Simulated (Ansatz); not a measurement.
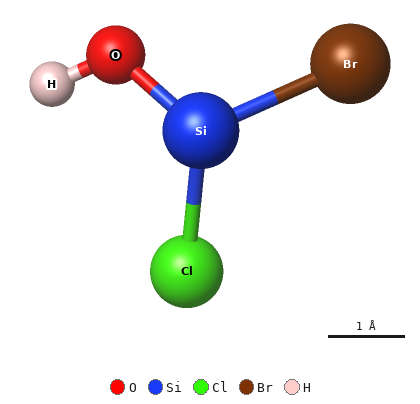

Figure 1. The starting structure (ball-and-stick view, seen on its broad side).

Molecular dynamics, with input and output: SiHBrClO

The run: molecular dynamics of SiHBrClO, multiplicity 2, SMILES O[Si](Cl)Br. Method and program: UKS r2SCAN-d3bj/6-31G* (Ansatz 0.2.0).

The geometry comes from this level: PBE0-D4/def2-TZVP.

**Input**
```yaml
crystal:
  periodic: [false, false, false]
  atoms:
    - {symbol: O, position_ang: [0.582423, 0.855249, -0.667747]}
    - {symbol: Si, position_ang: [-0.211805, 0.137666, 0.565979]}
    - {symbol: Cl, position_ang: [-1.682516, -1.093308, -0.190381]}
    - {symbol: Br, position_ang: [1.283486, -1.027430, 1.711810]}
    - {symbol: H, position_ang: [0.078313, 1.054223, -1.461060]}
basis:
  gaussian: {orbitals: "6-31G*"}
magnetization: {spin_polarized: true, initial_magnetization: 1}
hamiltonian: {xc: {name: r2SCAN}, dispersion: d3bj}
md: {timestep: 1 fs, n_steps: 20, ensemble: nvt_langevin, temperature: 700, initial_velocities: maxwell_boltzmann, friction: 0.01, seed: 724}
```

Hardware: 4 threads of Arm Neoverse V1, 23 GiB of memory available, shared host.

Command:
```bash
ansatz run in.yaml --threads 4 --pin off --events-out ev --progress --plain --max-ram 10444MiB
```

**Output**
```
Warning: the engine holds no damping parameters fitted to this dispersion correction and functional, so the run takes those fitted to r2scan beside the three-body term, which d3bj leaves out (hamiltonian.dispersion, under Limitations)
Functional definition: r2SCAN
  name "r2SCAN"
  cite "Furness, Kaplan, Ning, Perdew & Sun, J. Phys. Chem. Lett. 11, 8208 (2020) doi:10.1021/acs.jpclett.0c02405"
  cite "Furness, Kaplan, Ning, Perdew & Sun, J. Phys. Chem. Lett. 11, 9248 (2020) doi:10.1021/acs.jpclett.0c03077"
  parent r2scan
  parameter k0 = 0.174
  parameter k1 = 0.065
  parameter a1 = 4.9479
  exchange = r2scan_x(k0 = k0, k1 = k1, a1 = a1)
  correlation = r2scan_c
962 factors; their error is unknown
mean field evaluation 1: about -92495.7804 eV, gradient 3.6e1 eV
mean field evaluation 2: about -92468.6718 eV, gradient 8.5e1 eV
mean field evaluation 4: about -92500.1300 eV, gradient 4.0e0 eV
mean field evaluation 8: about -92500.1549 eV, gradient 1.3e-1 eV
mean field evaluation 16: about -92500.1550 eV, gradient 2.6e-5 eV
mean field -92500.15495787 eV, -3399.3179958446 hartree, gradient 2.7e-5 eV, S^2 0.752774; 0 other end points of the search recorded, 0 dependent functions left out
the calculation of the forces begins
reference -92500.15496775 eV, -3399.3179962078 hartree; 38, 37 occupied and 52, 53 virtual orbitals, 962 factors
md step     0: t =     0.00 fs  T =   560.0 K  F+E_penalty+E_count = -92500.19504646 eV  E_kin = 0.361928 eV  (31 SCF iters)
these checks for a lower state are left out or cut short: starts, cluster_reference, orbital_swaps, neighbouring_geometries, increment
962 factors; their error is unknown
mean field -92500.12267972 eV, -3399.3168096448 hartree, gradient 1.6e-5 eV, S^2 0.752787; 0 other end points of the search recorded, 0 dependent functions left out
[... from here on the field's lines of each further geometry are left out, up to the last ...]
md step     1: t =     1.00 fs  T =   482.4 K  F+E_penalty+E_count = -92500.16278098 eV  E_kin = 0.311799 eV  (33 SCF iters)
md step     2: t =     2.00 fs  T =   472.0 K  F+E_penalty+E_count = -92500.15689863 eV  E_kin = 0.305059 eV  (34 SCF iters)
md step     3: t =     3.00 fs  T =   485.0 K  F+E_penalty+E_count = -92500.18796287 eV  E_kin = 0.313453 eV  (34 SCF iters)
md step     4: t =     4.00 fs  T =   498.5 K  F+E_penalty+E_count = -92500.18870249 eV  E_kin = 0.322207 eV  (34 SCF iters)
md step     5: t =     5.00 fs  T =   541.8 K  F+E_penalty+E_count = -92500.16279727 eV  E_kin = 0.350178 eV  (34 SCF iters)
md step     6: t =     6.00 fs  T =   564.0 K  F+E_penalty+E_count = -92500.14685690 eV  E_kin = 0.364542 eV  (34 SCF iters)
md step     7: t =     7.00 fs  T =   616.8 K  F+E_penalty+E_count = -92500.15291495 eV  E_kin = 0.398612 eV  (35 SCF iters)
md step     8: t =     8.00 fs  T =   617.2 K  F+E_penalty+E_count = -92500.15170137 eV  E_kin = 0.398894 eV  (34 SCF iters)
md step     9: t =     9.00 fs  T =   631.2 K  F+E_penalty+E_count = -92500.12783099 eV  E_kin = 0.407960 eV  (34 SCF iters)
md step    10: t =    10.00 fs  T =   610.9 K  F+E_penalty+E_count = -92500.10015033 eV  E_kin = 0.394823 eV  (34 SCF iters)
md step    11: t =    11.00 fs  T =   595.3 K  F+E_penalty+E_count = -92500.09190081 eV  E_kin = 0.384749 eV  (34 SCF iters)
md step    12: t =    12.00 fs  T =   639.3 K  F+E_penalty+E_count = -92500.08513174 eV  E_kin = 0.413193 eV  (34 SCF iters)
md step    13: t =    13.00 fs  T =   596.0 K  F+E_penalty+E_count = -92500.06252103 eV  E_kin = 0.385207 eV  (35 SCF iters)
md step    14: t =    14.00 fs  T =   617.2 K  F+E_penalty+E_count = -92500.03005814 eV  E_kin = 0.398901 eV  (35 SCF iters)
md step    15: t =    15.00 fs  T =   647.9 K  F+E_penalty+E_count = -92500.01374386 eV  E_kin = 0.418741 eV  (35 SCF iters)
md step    16: t =    16.00 fs  T =   621.5 K  F+E_penalty+E_count = -92500.00980374 eV  E_kin = 0.401669 eV  (34 SCF iters)
md step    17: t =    17.00 fs  T =   580.7 K  F+E_penalty+E_count = -92499.99228195 eV  E_kin = 0.375307 eV  (34 SCF iters)
md step    18: t =    18.00 fs  T =   535.1 K  F+E_penalty+E_count = -92499.96284836 eV  E_kin = 0.345839 eV  (32 SCF iters)
md step    19: t =    19.00 fs  T =   506.2 K  F+E_penalty+E_count = -92499.94804437 eV  E_kin = 0.327167 eV  (35 SCF iters)
the calculation of the forces begins
reference -92499.89339581 eV, -3399.3083836164 hartree; 38, 37 occupied and 52, 53 virtual orbitals, 962 factors
962 factors; their error is unknown
mean field evaluation 192: about -92499.8934 eV, gradient 2.2e-3 eV
mean field -92499.89338592 eV, -3399.3083832528 hartree, gradient 1.4e-5 eV, S^2 0.753409; 1 other end points of the search recorded, 0 dependent functions left out
the calculation of the forces begins
reference -92499.89339581 eV, -3399.3083836164 hartree; 38, 37 occupied and 52, 53 virtual orbitals, 962 factors
md step    20: t =    20.00 fs  T =   448.7 K  F+E_penalty+E_count = -92499.93350405 eV  E_kin = 0.289976 eV  (33 SCF iters)
```

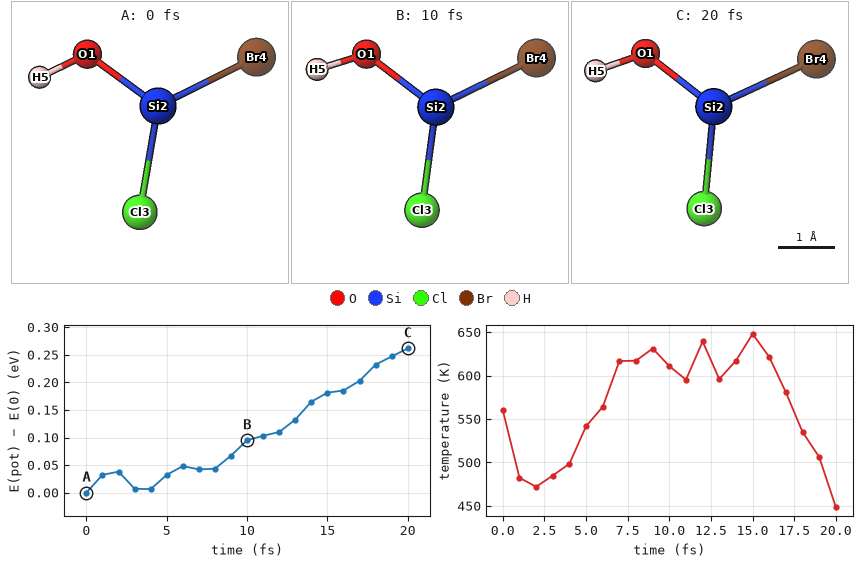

Figure 2. Frames of the molecular dynamics (ball-and-stick, seen at a tilt) above the curves, on which the letters mark them. The trajectory kept here has 21 frames over 20 fs. The temperature starts at 560 K, ranges from 449 to 648 K and averages 582 K over the second half. The potential energy ends 0.262 eV above its first value. After an unweighted best fit of the last frame on the first, the root-mean-square displacement is 0.12 Å.

```
Total energy: -92499.93351394 eV, -3399.3098579306 hartree
Atom 0 at     0.562814     0.816021    -0.736371 Å, force    -0.617349     0.196736     0.676038 eV/Å
Atom 1 at    -0.346166     0.252569     0.566290 Å, force     2.091298    -1.150691    -0.325528 eV/Å
Atom 2 at    -1.551303    -1.247733    -0.154760 Å, force    -0.704230    -0.010145    -0.105475 eV/Å
Atom 3 at     1.276024    -1.025763     1.706304 Å, force    -0.814324     0.994105    -0.286903 eV/Å
Atom 4 at     0.050159     1.196492    -1.470236 Å, force     0.044605    -0.030005     0.041867 eV/Å
Dipole moment:    -0.360207     0.523091    -0.294830 e Å
```

**Trajectory as extended XYZ (Å, eV, eV/Å), 21 frames, from step=0 to step=20**
```
5
Properties=species:S:1:pos:R:3:forces:R:3 step=0 time_fs=0.0 energy=-92500.19505 temperature=560.0
O     0.5824    0.8552   -0.6677    0.5170   0.1645  -0.0874
Si   -0.2118    0.1377    0.5660   -0.1574   0.0493   0.4764
Cl   -1.6825   -1.0933   -0.1904   -0.2606  -0.2191  -0.1267
Br    1.2835   -1.0274    1.7118    0.1262  -0.0964   0.0992
H     0.0783    1.0542   -1.4611   -0.2252   0.1017  -0.3616
5
Properties=species:S:1:pos:R:3:forces:R:3 step=1 time_fs=1.0 energy=-92500.16278 temperature=482.4
O     0.5818    0.8553   -0.6724    1.2634  -0.2655   1.3990
Si   -0.2187    0.1442    0.5670    0.0359   0.0260   0.3860
Cl   -1.6765   -1.0997   -0.1884   -0.2884  -0.2120  -0.1293
Br    1.2831   -1.0271    1.7109    0.0583  -0.0260   0.0645
H     0.0953    1.0624   -1.4408   -1.0691   0.4774  -1.7202
5
Properties=species:S:1:pos:R:3:forces:R:3 step=2 time_fs=2.0 energy=-92500.15690 temperature=472.0
O     0.5820    0.8543   -0.6750    1.2864  -0.3566   1.6172
Si   -0.2262    0.1499    0.5679    0.2030  -0.0004   0.3282
Cl   -1.6707   -1.1061   -0.1861   -0.3299  -0.2190  -0.1382
Br    1.2830   -1.0268    1.7096   -0.0036   0.0366   0.0369
H     0.0977    1.0727   -1.4386   -1.1559   0.5395  -1.8440
5
Properties=species:S:1:pos:R:3:forces:R:3 step=3 time_fs=3.0 energy=-92500.18796 temperature=485.0
O     0.5818    0.8524   -0.6762    0.5992  -0.0547   0.5783
Si   -0.2335    0.1541    0.5686    0.3357  -0.0171   0.3012
Cl   -1.6646   -1.1127   -0.1831   -0.3892  -0.2463  -0.1549
Br    1.2829   -1.0264    1.7084   -0.0543   0.0892   0.0145
H     0.0864    1.0888   -1.4539   -0.4914   0.2288  -0.7392
5
Properties=species:S:1:pos:R:3:forces:R:3 step=4 time_fs=4.0 energy=-92500.18870 temperature=498.5
O     0.5803    0.8500   -0.6775   -0.0886   0.3143  -0.5213
Si   -0.2405    0.1576    0.5686    0.4470  -0.0308   0.2937
Cl   -1.6586   -1.1194   -0.1799   -0.4543  -0.2825  -0.1738
Br    1.2829   -1.0261    1.7075   -0.1016   0.1397  -0.0104
H     0.0727    1.1114   -1.4726    0.1975  -0.1407   0.4118
5
Properties=species:S:1:pos:R:3:forces:R:3 step=5 time_fs=5.0 energy=-92500.16280 temperature=541.8
O     0.5781    0.8473   -0.6796   -0.5115   0.5908  -1.2023
Si   -0.2481    0.1613    0.5679    0.5765  -0.0454   0.3022
Cl   -1.6521   -1.1259   -0.1765   -0.5271  -0.3267  -0.1970
Br    1.2833   -1.0259    1.7072   -0.1591   0.1987  -0.0435
H     0.0643    1.1342   -1.4871    0.6211  -0.4173   1.1406
5
Properties=species:S:1:pos:R:3:forces:R:3 step=6 time_fs=6.0 energy=-92500.14686 temperature=564.0
O     0.5754    0.8445   -0.6829   -0.5925   0.6759  -1.3076
Si   -0.2555    0.1658    0.5669    0.7204  -0.0721   0.3057
Cl   -1.6451   -1.1330   -0.1734   -0.5908  -0.3618  -0.2162
Br    1.2841   -1.0258    1.7072   -0.2238   0.2644  -0.0800
H     0.0665    1.1509   -1.4920    0.6868  -0.5063   1.2980
5
Properties=species:S:1:pos:R:3:forces:R:3 step=7 time_fs=7.0 energy=-92500.15291 temperature=616.8
O     0.5725    0.8422   -0.6876   -0.3556   0.5166  -0.8043
Si   -0.2630    0.1708    0.5660    0.8823  -0.1032   0.2780
Cl   -1.6382   -1.1407   -0.1710   -0.6377  -0.3808  -0.2276
Br    1.2851   -1.0255    1.7071   -0.2914   0.3326  -0.1163
H     0.0784    1.1631   -1.4839    0.4025  -0.3651   0.8702
5
Properties=species:S:1:pos:R:3:forces:R:3 step=8 time_fs=8.0 energy=-92500.15170 temperature=617.2
O     0.5691    0.8409   -0.6925    0.0660   0.1717   0.0792
Si   -0.2710    0.1762    0.5657    1.0594  -0.1327   0.2311
Cl   -1.6314   -1.1482   -0.1689   -0.6781  -0.3945  -0.2358
Br    1.2862   -1.0249    1.7072   -0.3610   0.4016  -0.1524
H     0.0923    1.1754   -1.4673   -0.0862  -0.0461   0.0779
5
Properties=species:S:1:pos:R:3:forces:R:3 step=9 time_fs=9.0 energy=-92500.12783 temperature=631.2
O     0.5658    0.8393   -0.6972    0.5008  -0.2369   0.9982
Si   -0.2794    0.1818    0.5658    1.2325  -0.1646   0.1800
Cl   -1.6247   -1.1556   -0.1666   -0.7165  -0.4060  -0.2423
Br    1.2871   -1.0243    1.7071   -0.4276   0.4680  -0.1849
H     0.1042    1.1896   -1.4497   -0.5892   0.3395  -0.7510
5
Properties=species:S:1:pos:R:3:forces:R:3 step=10 time_fs=10.0 energy=-92500.10015 temperature=610.9
O     0.5636    0.8363   -0.7019    0.6797  -0.4714   1.4695
Si   -0.2879    0.1873    0.5656    1.3958  -0.1918   0.1271
Cl   -1.6178   -1.1630   -0.1646   -0.7614  -0.4234  -0.2505
Br    1.2872   -1.0239    1.7067   -0.4871   0.5293  -0.2106
H     0.1122    1.2042   -1.4414   -0.8270   0.5572  -1.1355
5
Properties=species:S:1:pos:R:3:forces:R:3 step=11 time_fs=11.0 energy=-92500.09190 temperature=595.3
O     0.5627    0.8330   -0.7060    0.4306  -0.3294   1.1963
Si   -0.2961    0.1924    0.5653    1.5355  -0.2136   0.0700
Cl   -1.6108   -1.1709   -0.1623   -0.8038  -0.4395  -0.2589
Br    1.2868   -1.0238    1.7065   -0.5363   0.5835  -0.2299
H     0.1133    1.2182   -1.4474   -0.6260   0.3991  -0.7776
5
Properties=species:S:1:pos:R:3:forces:R:3 step=12 time_fs=12.0 energy=-92500.08513 temperature=639.3
O     0.5624    0.8302   -0.7089   -0.0226   0.0407   0.5224
Si   -0.3036    0.1974    0.5649    1.6368  -0.2553   0.0318
Cl   -1.6040   -1.1799   -0.1595   -0.8319  -0.4417  -0.2630
Br    1.2859   -1.0239    1.7066   -0.5781   0.6337  -0.2457
H     0.1081    1.2316   -1.4606   -0.2043   0.0225  -0.0454
5
Properties=species:S:1:pos:R:3:forces:R:3 step=13 time_fs=13.0 energy=-92500.06252 temperature=596.0
O     0.5618    0.8267   -0.7113   -0.4572   0.4470  -0.1777
Si   -0.3104    0.2025    0.5643    1.6999  -0.3260   0.0153
Cl   -1.5975   -1.1893   -0.1573   -0.8466  -0.4294  -0.2592
Br    1.2849   -1.0242    1.7067   -0.6154   0.6816  -0.2594
H     0.0997    1.2461   -1.4737    0.2193  -0.3731   0.6810
5
Properties=species:S:1:pos:R:3:forces:R:3 step=14 time_fs=14.0 energy=-92500.03006 temperature=617.2
O     0.5611    0.8228   -0.7148   -0.7537   0.7170  -0.5882
Si   -0.3174    0.2080    0.5639    1.7683  -0.4007  -0.0256
Cl   -1.5912   -1.1985   -0.1559   -0.8533  -0.4071  -0.2492
Br    1.2835   -1.0244    1.7066   -0.6510   0.7282  -0.2708
H     0.0924    1.2579   -1.4828    0.4897  -0.6374   1.1338
5
Properties=species:S:1:pos:R:3:forces:R:3 step=15 time_fs=15.0 energy=-92500.01374 temperature=647.9
O     0.5604    0.8193   -0.7195   -0.7788   0.6849  -0.4504
Si   -0.3243    0.2145    0.5641    1.8495  -0.4978  -0.0988
Cl   -1.5850   -1.2078   -0.1550   -0.8420  -0.3605  -0.2289
Br    1.2821   -1.0245    1.7063   -0.6875   0.7772  -0.2787
H     0.0912    1.2599   -1.4816    0.4588  -0.6038   1.0567
5
Properties=species:S:1:pos:R:3:forces:R:3 step=16 time_fs=16.0 energy=-92500.00980 temperature=621.5
O     0.5596    0.8168   -0.7245   -0.5419   0.3732   0.1619
Si   -0.3302    0.2220    0.5647    1.9241  -0.6236  -0.1764
Cl   -1.5785   -1.2171   -0.1545   -0.8141  -0.2914  -0.2003
Br    1.2808   -1.0244    1.7057   -0.7212   0.8258  -0.2825
H     0.0933    1.2517   -1.4706    0.1531  -0.2840   0.4973
5
Properties=species:S:1:pos:R:3:forces:R:3 step=17 time_fs=17.0 energy=-92499.99228 temperature=580.7
O     0.5593    0.8155   -0.7292   -0.1665  -0.0718   0.9945
Si   -0.3354    0.2293    0.5649    1.9982  -0.7523  -0.2359
Cl   -1.5719   -1.2259   -0.1542   -0.7864  -0.2215  -0.1758
Br    1.2794   -1.0245    1.7053   -0.7509   0.8717  -0.2843
H     0.0930    1.2358   -1.4570   -0.2945   0.1738  -0.2985
5
Properties=species:S:1:pos:R:3:forces:R:3 step=18 time_fs=18.0 energy=-92499.96285 temperature=535.1
O     0.5596    0.8158   -0.7332    0.0692  -0.3438   1.5445
Si   -0.3399    0.2368    0.5648    2.0611  -0.8825  -0.2758
Cl   -1.5651   -1.2340   -0.1543   -0.7601  -0.1528  -0.1543
Br    1.2781   -1.0249    1.7053   -0.7785   0.9174  -0.2879
H     0.0854    1.2197   -1.4497   -0.5917   0.4618  -0.8265
5
Properties=species:S:1:pos:R:3:forces:R:3 step=19 time_fs=19.0 energy=-92499.94804 temperature=506.2
O     0.5607    0.8164   -0.7356   -0.1582  -0.1648   1.2992
Si   -0.3435    0.2449    0.5652    2.0893  -1.0177  -0.3048
Cl   -1.5581   -1.2411   -0.1546   -0.7320  -0.0814  -0.1302
Br    1.2771   -1.0254    1.7057   -0.8006   0.9596  -0.2903
H     0.0692    1.2078   -1.4565   -0.3986   0.3043  -0.5738
5
Properties=species:S:1:pos:R:3:forces:R:3 step=20 time_fs=20.0 energy=-92499.93350 temperature=448.7
O     0.5628    0.8160   -0.7364   -0.6173   0.1967   0.6760
Si   -0.3462    0.2526    0.5663    2.0913  -1.1507  -0.3255
Cl   -1.5513   -1.2477   -0.1548   -0.7042  -0.0101  -0.1055
Br    1.2760   -1.0258    1.7063   -0.8143   0.9941  -0.2869
H     0.0502    1.1965   -1.4702    0.0446  -0.0300   0.0419
```

**Summary**

```json
{"quantity": "outcome", "value": "finished"}
{"quantity": "mean temperature over the second half", "value": "582 K"}
{"quantity": "trajectory", "value": "20 steps, 20 fs"}
{"quantity": "ensemble", "value": "nvt_langevin"}
{"quantity": "temperature in the input", "value": "700 K"}
{"quantity": "time step", "value": "1 fs"}
{"quantity": "potential energy (last step)", "value": "−92499.9335 eV"}
{"quantity": "mean-field energy (last step)", "value": "−92499.8934 eV"}
{"quantity": "dispersion energy (last step)", "value": "−0.0401 eV"}
{"quantity": "⟨S²⟩ (last step)", "value": "0.753"}
{"quantity": "SCF solution under orbital rotations (last step)", "value": "stable"}
{"quantity": "largest force (length of the vector) (last step)", "value": "2.409 eV/Å"}
{"quantity": "dipole moment (last step)", "value": "3.36 D"}
{"quantity": "wall time", "value": "87 s (CPU time 5.5 min)"}
{"quantity": "peak memory", "value": "0.37 GiB"}
```

**Remarks**

Warnings of the run: the dispersion correction has no parameters fitted for this combination and takes those fitted for r2SCAN with other terms. So short a trajectory is not equilibrated. The logged temperature at the start can lie below the typed one, since it is counted over all degrees of freedom.
